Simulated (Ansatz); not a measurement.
## Electronic structure of C₃H₉ClO₃Zr (SMILES CC[O][Zr]([OH])([Cl])[O]C) in real space

Input

```
crystal:
  periodic: [false, false, false]
  atoms:
    - {symbol: C, position_ang: [2.545307, 1.166888, 0.838094]}
    - {symbol: C, position_ang: [1.113777, 1.404700, 1.263875]}
    - {symbol: O, position_ang: [0.212357, 0.985252, 0.284950]}
    - {symbol: Zr, position_ang: [-0.860383, 0.262446, -1.113687]}
    - {symbol: O, position_ang: [0.252693, -0.288522, -2.574901]}
    - {symbol: Cl, position_ang: [-2.401794, 1.934953, -1.843341]}
    - {symbol: O, position_ang: [-1.840740, -1.225170, -0.437640]}
    - {symbol: C, position_ang: [-2.472730, -2.326978, 0.124559]}
    - {symbol: H, position_ang: [3.234620, 1.507339, 1.614817]}
    - {symbol: H, position_ang: [2.724092, 0.103518, 0.662151]}
    - {symbol: H, position_ang: [2.768258, 1.710277, -0.082797]}
    - {symbol: H, position_ang: [0.947236, 2.471313, 1.456581]}
    - {symbol: H, position_ang: [0.900299, 0.868816, 2.197029]}
    - {symbol: H, position_ang: [0.823154, -0.684334, -3.225816]}
    - {symbol: H, position_ang: [-2.182577, -2.445283, 1.173786]}
    - {symbol: H, position_ang: [-3.559381, -2.204287, 0.077770]}
    - {symbol: H, position_ang: [-2.204179, -3.240929, -0.415449]}
basis:
  gaussian: {orbitals: def2-TZVPP}
hamiltonian: {xc: pbe0, dispersion: d4}
output: {orbitals: {seedname: orbitals}}
```

Run with:

```sh
ansatz run in.yaml --threads 2 --pin off --events-out ev --progress --plain --max-ram 22528MiB --backend cuda --devices 0, --max-vram 18GiB
```

Geometry: PBE0-D4/def2-TZVP; core potentials replace the inner electrons of Zr.

Theory: RKS PBE0-D4/def2-TZVPP (Ansatz).

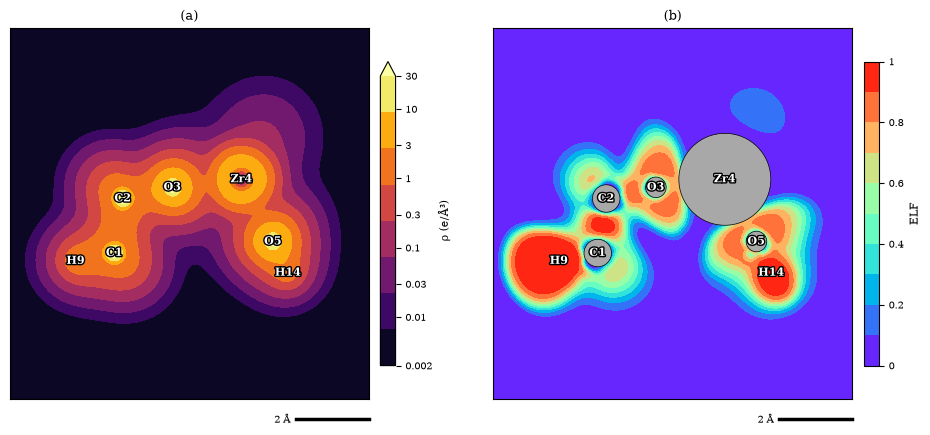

Figure 1. (a) electron density; (b) electron localisation function on the plane of atoms C1, C2 and O3. Grey discs cover the atomic cores in the ELF map.

### Interpret the plot.

The plane passes through C, O, Zr and H nuclei.
C–O (1.40 Å): the density is about 2.1 e/Å³ at the midpoint, with its minimum of 1.8 e/Å³ about 0.5 Å from C; the ELF peaks at about 0.90 between the atoms, as expected for a polar covalent bond.
C–C (1.51 Å): the density is about 1.7 e/Å³ at the midpoint; the ELF peaks at about 0.95 between the atoms, as expected for a covalent bond.
Zr–O (1.91 Å): ρ at the midpoint is about 0.95 e/Å³; the ELF peaks at about 0.75 in the valence shell of O, 0.5 Å from its nucleus, and drops to about 0.20 between the two atoms.
O–H (0.95 Å): the density is about 3.9 e/Å³ at the midpoint; the ELF climbs to about 1 towards the hydrogen, as it does in any bond to H; an ordinary covalent bond to hydrogen.
C–H (1.09 Å): ρ at the midpoint is about 2 e/Å³; the ELF climbs to about 1 towards the hydrogen: an ordinary covalent bond to hydrogen.

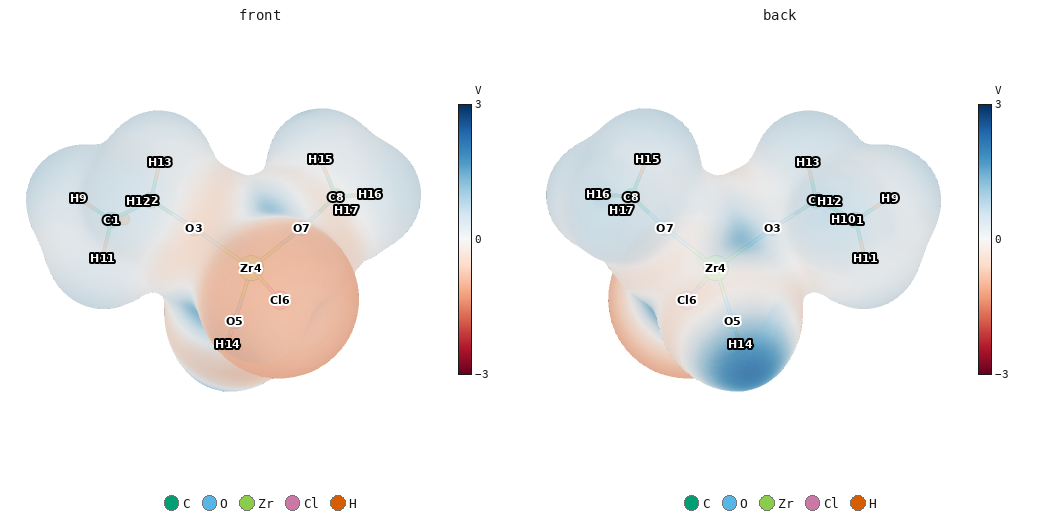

Figure 2. The molecular electrostatic potential painted on the density surface at 0.001 e/bohr³, seen from the front and from behind; red is negative and blue positive.

### Describe the electrostatic potential map.

The most negative region (about −1.0 V) lies over Cl6, the most positive (about +2.0 V) over H14.

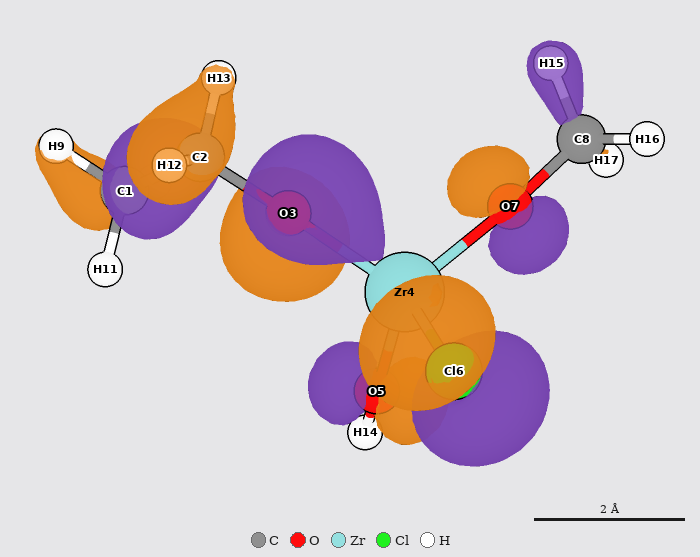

Figure 3. The HOMO−1 at ±0.1 Å⁻³ᐟ² (orange and purple are the two phases), seen across its widest extent.

### Where does this orbital lie, and at what energy?

By Hirshfeld shares it lies mainly on O3 (about 35 %), Cl6 (about 25 %), C2 (about 10 %) and C1 (about 5 %). Its energy is −8.24 eV.
